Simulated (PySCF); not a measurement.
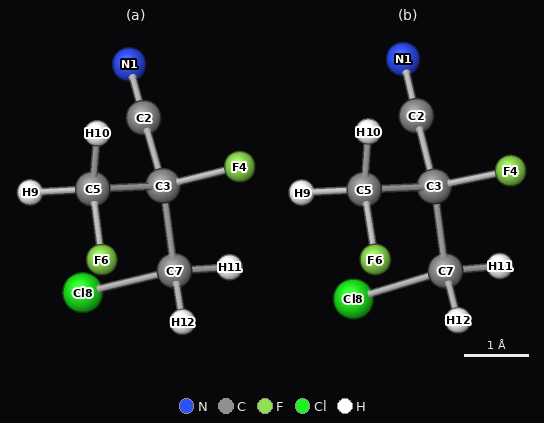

The structure of C4H4ClF2N before (left) and after (right) a relaxation, at one scale.

The picture is a ball-and-stick view, seen from a free direction.

The start comes from GFN2-xTB.

The calculation used PySCF 2.14.0, density-fitted response routines, PBE0-D3(BJ)/def2-SVP geometry optimisation, gas phase. 

Question: Describe what moved and what it gained.

Answer: Cl8 moves most after the best rigid fit: 0.12 Å. Largest moves by element: Cl 0.12 Å, N 0.10 Å, F 0.07 Å, H 0.06 Å, C 0.04 Å. Some distances before and after: N1–C2 1.140 → 1.156 Å, C2–C3 1.461 → 1.474 Å, C3–C5 1.538 → 1.525 Å, C3–F4 1.387 → 1.375 Å. Among the angles between lasting bonds that change: F6–C5–H9 107.7° → 109.8°. Over 6 geometry steps the energy falls by 5.32 kJ/mol. The largest force component goes from 1.9 to 0.01 eV/Å.
